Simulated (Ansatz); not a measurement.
BH3InO (charge +1)

```
atom    x (Å)    y (Å)    z (Å)
   B   1.8232  -0.4472  -0.9774
  In  -0.9917   0.6418   0.8412
   O   0.8530  -0.0709  -0.3507
   H  -1.2757  -0.7780   1.7007
   H   2.7664  -0.8132  -1.5861
   H  -1.0797   2.2051   0.2222
```

Geometry: B3LYP-D3(BJ)/def2-SVP; core potentials replace the inner electrons of In.

The calculation used isolated molecule in a Gaussian basis; Kohn-Sham density functional theory, functional PBE0 (Ansatz).

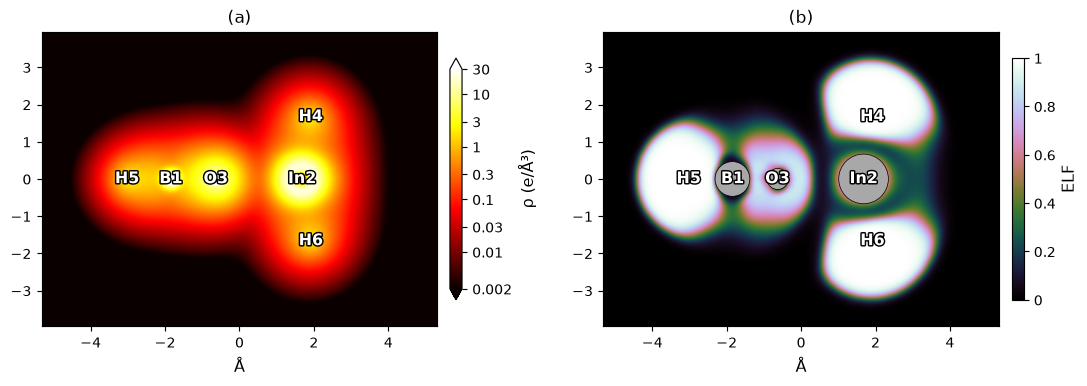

Figure 1. (a) electron density; (b) electron localisation function on the molecular plane. Grey discs cover the atomic cores in the ELF map.

**Describe what can be read from this map.**

The section cuts through B, In, O and H sites.
B–O (1.21 Å): the density is about 2.9 e/Å³ at the midpoint; the ELF peaks at about 0.85 between the atoms (a polar covalent bond).
In–O (2.31 Å): ρ at the midpoint is about 0.33 e/Å³; the ELF is about 0.10 at the midpoint.
B–H (1.18 Å): the density is about 1.4 e/Å³ at the midpoint; the ELF climbs to about 1 towards the hydrogen, as it does in any bond to H: an ordinary covalent bond to hydrogen.
In–H (1.68 Å): ρ at the midpoint is about 1.4 e/Å³; the ELF climbs to about 1 towards the hydrogen.

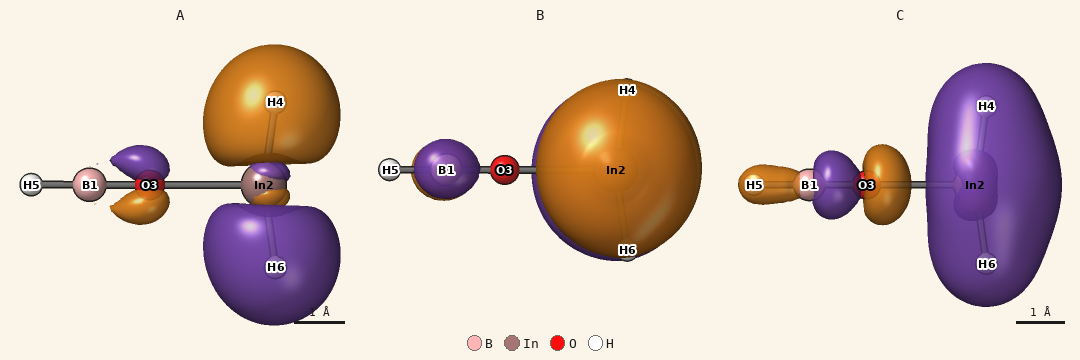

Figure 2. Three frontier orbitals at ±0.08 Å⁻³ᐟ² (orange and purple are the two phases), in no order.

**Which picture is the HOMO−1, the HOMO and the LUMO?**

C is the HOMO−1 (−16.14 eV). Its weight (Hirshfeld) is mainly on In2 (about 55 %), H4 (about 15 %), H6 (about 15 %) and O3 (about 15 %); it is symmetric in the molecular plane (an in-plane orbital: σ, lone-pair or in-plane π type). A is the HOMO (−14.21 eV). By Hirshfeld shares it lies mainly on In2 (about 40 %), H4 (about 30 %) and H6 (about 30 %); it is symmetric in the molecular plane (an in-plane orbital: σ, lone-pair or in-plane π type). B is the LUMO (−6.67 eV). By Hirshfeld shares it lies mainly on In2 (about 85 %); it changes sign across the molecular plane (π type).

**What is the HOMO–LUMO gap?**

7.54 eV between the orbital energies.

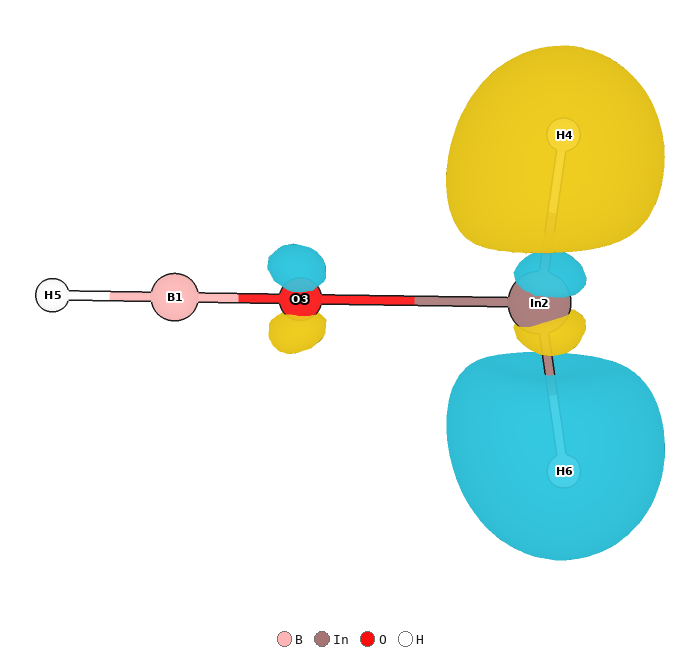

Figure 3. One frontier orbital at ±0.15 Å⁻³ᐟ² (yellow and cyan are the two phases), seen at a tilt.

**Which orbital is it: HOMO or LUMO?**

The HOMO, at −14.21 eV. By Hirshfeld shares it lies mainly on In2 (about 40 %), H4 (about 30 %) and H6 (about 30 %); it is symmetric in the molecular plane (an in-plane orbital: σ, lone-pair or in-plane π type).
